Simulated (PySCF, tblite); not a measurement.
# C5H8FO radical: geometry, infrared bands and EPR parameters

What infrared bands and EPR parameters should C5H8FO radical (`CC[C@](C)(F)[C]=O`) show?

Computed with tblite 0.8.0 and PySCF 2.14.0, with density-fitted response routines of our own, on a single molecule in the gas phase. Atoms count from 0, in the outputs and in this text.

**1. Starting geometry**

15 atoms, charge 0, multiplicity 2; geometry from: force field or distance geometry start.

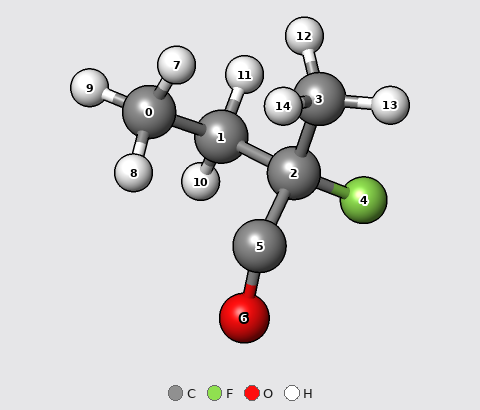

As it starts; carbon grey, fluorine green, oxygen red, hydrogen white, atoms numbered.

**2. Relaxing the molecule with GFN2-xTB**

Job settings and geometry (Å):

```
{"job": {"kind": "relax", "xc": "GFN2-xTB", "basis": "xTB"}, "charge": 0, "multiplicity": 2}
C      1.436400    -0.470600    -0.262400
C      0.283800     0.162300    -1.024400
C     -0.732600     0.538100     0.034300
C     -1.113300    -0.768000     0.695000
F     -1.831600     1.158800    -0.528200
C     -0.087200     1.406000     1.075200
O      0.167600     2.581400     0.853900
H      1.033800    -1.326500     0.311000
H      1.764500     0.293200     0.480600
H      2.291500    -0.752300    -0.879300
H      0.577400     1.003900    -1.654000
H     -0.155400    -0.641900    -1.666000
H     -0.971600    -1.597400    -0.025000
H     -2.181400    -0.672200     0.950500
H     -0.486300    -0.906900     1.617000
```

Run with:

```sh
$ OMP_NUM_THREADS=1 python probes_run.py task.json out
```

The driver reads the jobs from task.json and runs them one after another.

The program printed:

```text
step      E/eV     max force
  0    -638.65922    4.161
  1    -638.70888    6.594
  2    -638.91355    0.847
  3    -638.96317    0.810
  4    -639.05232    0.604
  5    -639.08549    0.508
  6    -639.12522    0.447
  7    -639.14669    0.490
  8    -639.16932    0.375
  9    -639.18721    0.364
 10    -639.20768    0.455
 11    -639.22900    0.459
 12    -639.24980    0.354
 13    -639.26555    0.313
 14    -639.27663    0.341
 15    -639.28528    0.324
 16    -639.29191    0.244
 17    -639.29647    0.146
 18    -639.29976    0.153
 19    -639.30290    0.210
 20    -639.30581    0.185
 21    -639.30769    0.114
 22    -639.30886    0.087
 23    -639.31007    0.101
 24    -639.31165    0.129
 25    -639.31355    0.124
 26    -639.31570    0.138
 27    -639.31821    0.184
 28    -639.32101    0.269
 29    -639.32375    0.278
 30    -639.32637    0.208
 31    -639.32922    0.157
 32    -639.33286    0.130
 33    -639.33694    0.121
 34    -639.33935    0.303
 35    -639.33086    1.157
 36    -639.34100    0.131
 37    -639.34164    0.099
 38    -639.34364    0.137
 39    -639.34434    0.143
 40    -639.34622    0.106
 41    -639.34757    0.084
 42    -639.34912    0.074
 43    -639.34997    0.057
 44    -639.35051    0.055
 45    -639.35100    0.051
 46    -639.35160    0.049
 47    -639.35214    0.047
 48    -639.35250    0.060
 49    -639.35272    0.074
 50    -639.35294    0.048
 51    -639.35311    0.025
 52    -639.35323    0.022
 53    -639.35326    0.030
 54    -639.35334    0.034
 55    -639.35338    0.028
 56    -639.35341    0.017
 57    -639.35344    0.012
 58    -639.35347    0.013
 59    -639.35351    0.016
 60    -639.35355    0.014
 61    -639.35359    0.016
 62    -639.35364    0.017
 63    -639.35369    0.021
 64    -639.35376    0.019
 65    -639.35385    0.020
 66    -639.35395    0.035
 67    -639.35405    0.043
 68    -639.35415    0.037
 69    -639.35426    0.029
 70    -639.35436    0.026
 71    -639.35445    0.025
 72    -639.35452    0.023
 73    -639.35458    0.022
 74    -639.35462    0.018
 75    -639.35466    0.014
 76    -639.35468    0.022
 77    -639.35469    0.012
 78    -639.35470    0.007
```

It took 0.39 s on 1 thread of Arm Neoverse V1, shared host.

Along the way: (not every step is listed)

```
step  energy from step 0 (eV)  largest force (eV/Å)
   0                   0.0000                4.1610
   1                  -0.0497                6.5936
   2                  -0.2543                0.8474
   3                  -0.3039                0.8102
   4                  -0.3931                0.6036
   5                  -0.4263                0.5081
   6                  -0.4660                0.4467
   7                  -0.4875                0.4903
   8                  -0.5101                0.3752
  14                  -0.6174                0.3410
  20                  -0.6466                0.1852
  26                  -0.6565                0.1377
  32                  -0.6736                0.1305
  38                  -0.6844                0.1366
  44                  -0.6913                0.0550
  50                  -0.6937                0.0477
  56                  -0.6942                0.0172
  62                  -0.6944                0.0167
  68                  -0.6949                0.0371
  73                  -0.6954                0.0217
  74                  -0.6954                0.0179
  75                  -0.6954                0.0139
  76                  -0.6955                0.0216
  77                  -0.6955                0.0124
  78                  -0.6955                0.0067
```

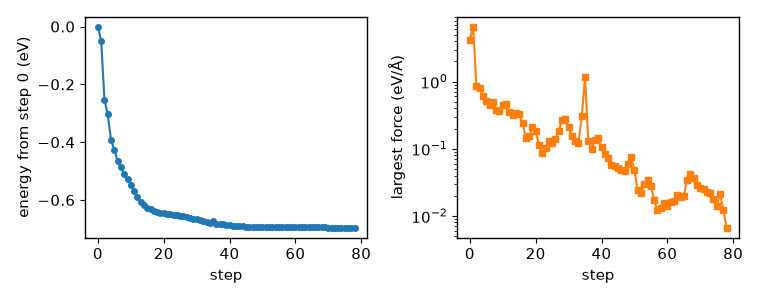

Energy and largest force along the relaxation.

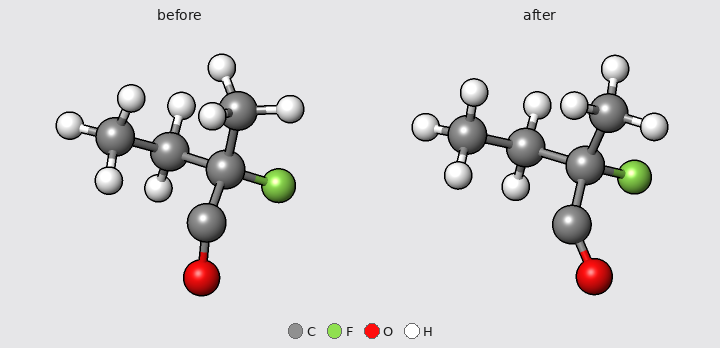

Before and after, at one scale.

Distances of close pairs at the start and the end, largest changes first:

```
  bond  before (Å)  after (Å)  change (Å)
C3–H14       1.124      1.085      -0.039
 C5–O6       1.223      1.185      -0.037
 C2–F4       1.382      1.409      +0.027
 C0–H8       1.115      1.088      -0.027
C1–H11       1.119      1.092      -0.027
C3–H12       1.107      1.088      -0.020
 C0–H7       1.106      1.087      -0.020
 C1–C2       1.515      1.534      +0.019
```

The final coordinates are the input of the step that follows.

**3. Harmonic vibrations with GFN2-xTB**

Job settings and geometry (Å):

```
{"job": {"kind": "ir", "xc": "GFN2-xTB", "basis": "xTB"}, "charge": 0, "multiplicity": 2}
C      1.636531    -0.510473    -0.320524
C      0.407094     0.076819    -0.999260
C     -0.692635     0.480023    -0.009086
C     -1.270163    -0.683413     0.790708
F     -1.743768     1.027667    -0.771571
C     -0.152876     1.505406     0.932927
O     -0.440363     2.635485     1.146337
H      1.407469    -1.460609     0.154199
H      2.016488     0.173895     0.434859
H      2.416058    -0.679787    -1.058803
H      0.685204     0.967765    -1.567057
H     -0.024386    -0.641776    -1.699290
H     -1.598737    -1.463507     0.107820
H     -2.126965    -0.339570     1.366140
H     -0.523364    -1.079936     1.470689
```

The program printed:

```text
mode    cm-1     km/mol
  1      64.3      0.42
  2      75.3      0.23
  3     170.8      0.20
  4     185.7      0.83
  5     220.7      1.53
  6     250.9      2.07
  7     321.4      1.01
  8     353.9      2.51
  9     428.7      9.07
 10     460.3      4.60
 11     588.5     15.20
 12     740.8     13.68
 13     793.2     56.81
 14     829.2     31.06
 15     917.2      4.97
 16    1013.8     16.83
 17    1027.6      6.80
 18    1076.1     46.81
 19    1110.8     15.85
 20    1172.3     10.18
 21    1182.4      6.66
 22    1252.3      5.96
 23    1326.5      5.54
 24    1387.8     11.04
 25    1409.9      4.06
 26    1463.2      4.74
 27    1474.8      3.21
 28    1485.0      4.65
 29    1492.4      5.50
 30    1502.4      2.36
 31    1925.5    243.70
 32    2978.2     17.22
 33    2991.2     15.30
 34    3037.0     20.58
 35    3039.4     16.58
 36    3044.6      4.43
 37    3046.9     31.93
 38    3052.2     21.40
 39    3067.5     12.43
```

It took 0.37 s on 1 thread of Arm Neoverse V1, shared host.

The strongest bands and the atoms that carry them (share of the mass-weighted mode):

```
cm⁻¹  km/mol                                 atoms
 793    56.8  C2 27 %, F4 12 %, H10 10 %, H14 10 %
 829    31.1  C2 17 %, H11 16 %, H10 14 %, H8 14 %
1076    46.8   H14 25 %, C2 17 %, C1 13 %, C3 12 %
1926   243.7                      C5 60 %, O6 40 %
2978    17.2                    H11 46 %, H10 44 %
3037    20.6                               H8 89 %
3047    31.9                      H9 52 %, H7 34 %
3052    21.4                      H7 57 %, H9 37 %
```

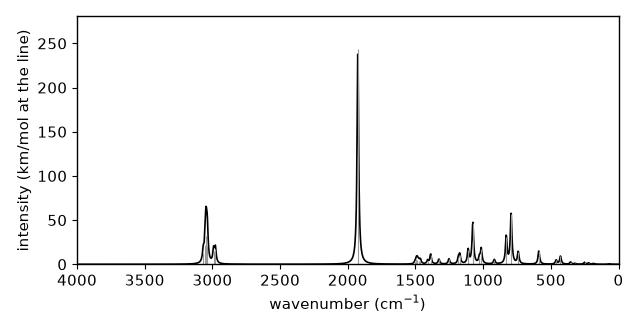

The infrared spectrum from these modes, unscaled. Lines are broadened to a width of 14 cm⁻¹ (Lorentzian).

**4. g tensor and hyperfine couplings: B3LYP/pcH-1**

Same as in step 3 but for these lines:

```diff
@@ -1,2 +1,2 @@
-{"job": {"kind": "ir", "xc": "GFN2-xTB", "basis": "xTB"}, "charge": 0, "multiplicity": 2}
+{"job": {"kind": "epr", "basis": "pcH-1"}, "charge": 0, "multiplicity": 2}
 C      1.636531    -0.510473    -0.320524
```

Method: UKS B3LYP, pcH-1 on C F H O, non-relativistic, mean-field spin-orbit, GIAO.

The program printed:

```text
UKS, coarse grid
  cycle   1  E = -370.21822109  |g| = 6.69e-01
  cycle   2  E = -369.53478720  |g| = 1.51e+00
  cycle   3  E = -370.36670294  |g| = 2.16e-01
  cycle   4  E = -370.38461788  |g| = 6.98e-02
  cycle   5  E = -370.38605887  |g| = 2.25e-02
  cycle   6  E = -370.38623434  |g| = 6.82e-03
  cycle   7  E = -370.38625235  |g| = 1.51e-03
  cycle   8  E = -370.38625284  |g| = 4.37e-04
UKS, final grid
  cycle   1  E = -370.38620072  |g| = 4.01e-04
  cycle   2  E = -370.38620070  |g| = 4.73e-04
  cycle   3  E = -370.38620079  |g| = 6.86e-05
  cycle   4  E = -370.38620080  |g| = 3.24e-05
  cycle   5  E = -370.38620080  |g| = 2.21e-05
E = -370.38620080 Eh   <S^2> = 0.7528 (exact 0.7500)
g shifts (ppm)      1          2          3
  rmc          -245       -245       -245
  gc             45         10         16
  oz_so       -6680         34       3113
  total       -6879       -201       2885
hyperfine (MHz)  atom isotope    a_iso     a_fc   dipolar eigenvalues
    0   13C      10.49      10.49     -1.68     -1.06      2.74
    1   13C      -4.89      -4.89     -1.04     -0.45      1.49
    2   13C     178.29     178.29    -15.43    -13.46     28.89
    3   13C      -3.91      -3.91     -1.33      0.10      1.23
    4   19F     106.15     106.15    -90.33    -79.60    169.94
    5   13C     309.12     309.12    -49.32    -48.26     97.58
    6   17O     -37.55     -37.55   -114.91     54.33     60.58
    7    1H      -0.35      -0.35     -1.99     -1.64      3.63
    8    1H       5.69       5.69     -5.99     -2.65      8.63
    9    1H       4.69       4.69     -1.50     -1.20      2.70
   10    1H       3.27       3.27     -3.31     -2.40      5.72
   11    1H       1.23       1.23     -1.96     -1.43      3.40
   12    1H      -1.96      -1.96     -2.11     -1.42      3.52
   13    1H       3.13       3.13     -3.13     -2.38      5.51
   14    1H       1.97       1.97     -4.12     -2.61      6.73
```

Run time: 50 s. Hardware: 1 thread of Arm Neoverse V1, shared host; peak memory 1 GiB.

Principal g values 1.99544, 2.00212, 2.00520; g(iso) = 2.00092, against 2.00232 for a free electron.

Mean a(iso) over the nuclei that a row names, and the largest dipolar term of the row (other rows stand at the frozen geometry):

```
       nuclei  isotope  a(iso) (MHz)  a(iso) (G, at g = 2.0023)  largest dipolar term (MHz)
           C5      13C         309.1                      110.3                        97.6
           C2      13C         178.3                       63.6                        28.9
           F4      19F         106.1                       37.9                       169.9
           O6      17O         -37.5                      -13.4                      -114.9
           C0      13C          10.5                        3.7                         2.7
           C1      13C          -4.9                       -1.7                         1.5
           C3      13C          -3.9                       -1.4                        -1.3
   H7, H8, H9       1H           3.3                        1.2                         8.6
          H10       1H           3.3                        1.2                         5.7
          H11       1H           1.2                        0.4                         3.4
H12, H13, H14       1H           1.0                        0.4                         6.7
```

Mulliken spin populations:

C0 0.01; C1 0.00; C2 0.07; C3 0.00; F4 0.03; C5 0.61; O6 0.27; H7 0.00; H8 0.00; H9 0.00; H10 0.00; H11 0.00; H12 0.00; H13 0.00; H14 0.00

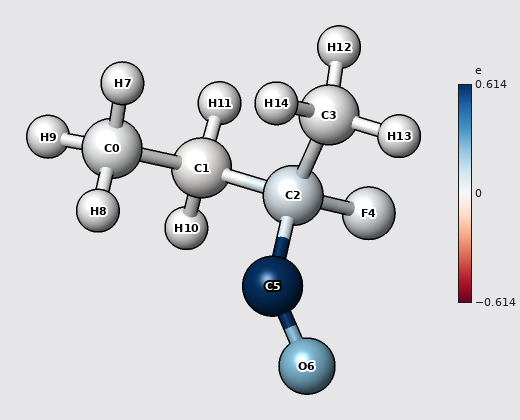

Mulliken spin populations, as colours on the atoms.

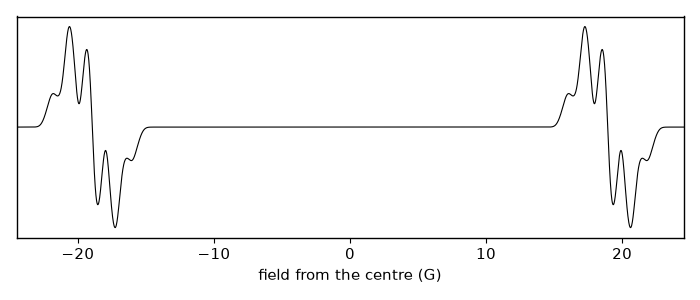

First-order isotropic spectrum (first derivative, main isotopes with spin only, couplings over 0.8 MHz, Gaussian width 0.3 G; couplings of the frozen geometry, rotation of groups not averaged beyond the rows shown).

Orbitals, density, ELF and potential are computed afterwards from the orbital file.

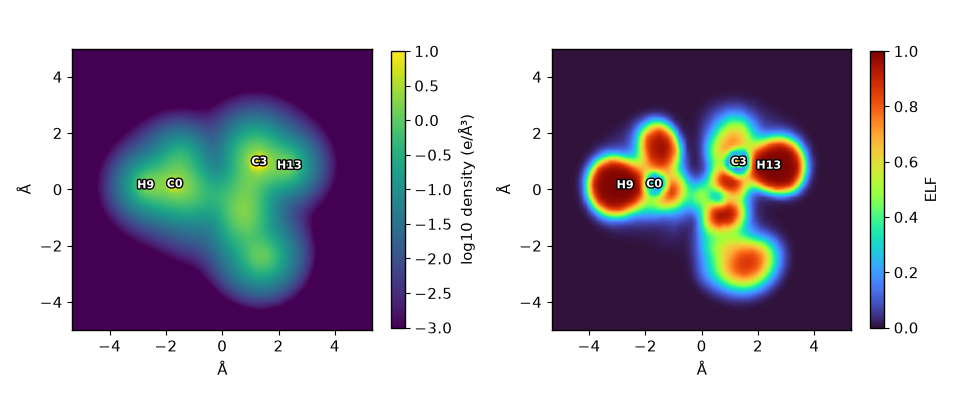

Density (left) and ELF (right) in a plane through or near 4 of the atoms.

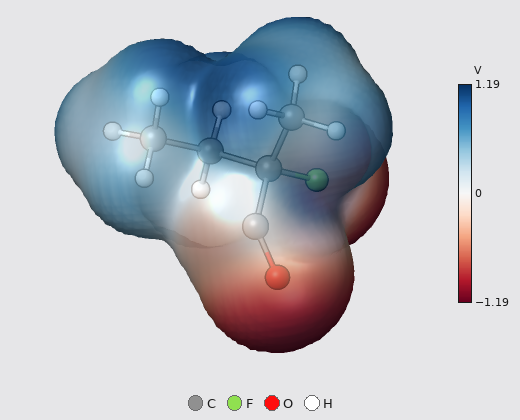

The potential that a unit positive charge feels on the 0.002 e/bohr³ surface, from -1.19 V near O6 to 1.06 V near H14.

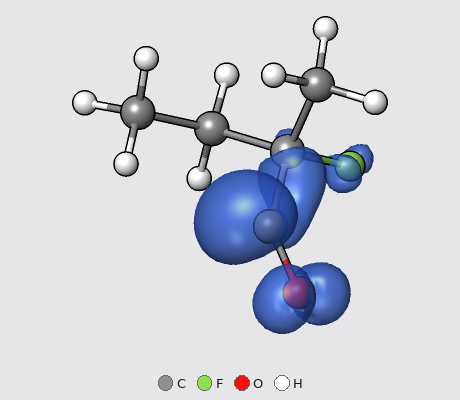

Spin density at ±0.05 e/Å³ (alpha excess blue, beta excess red).

**5. Results**

| quantity | value |
| --- | --- |
| strongest single infrared mode (GFN2-xTB) | 1926 cm⁻¹, 244 km/mol |
| zero-point energy (GFN2-xTB) | 74.3 kcal/mol |
| g(iso) (B3LYP) | 2.00092 |
| ⟨S²⟩ | 0.753 (exact 0.75) |
| largest a(iso) (averaged by class) | 13C on C5, 309.1 MHz |
| surface potential, least and greatest | -1.19 V and 1.06 V |

In words: Over 78 steps the energy fell by 0.695 eV; of the close pairs, C3–H14 changed most, 1.124 to 1.085 Å. No mode is imaginary among the 39: a minimum at this level. The strongest single mode, at 1926 cm⁻¹, moves mainly C5 and O6. Unscaled tight-binding wavenumbers are off by several per cent, some by more. Its intensities can rank the bands wrongly. The largest share of the spin, 0.61 e, sits on C5. The isotropic g lies 1.4 ppt below the free-electron value.
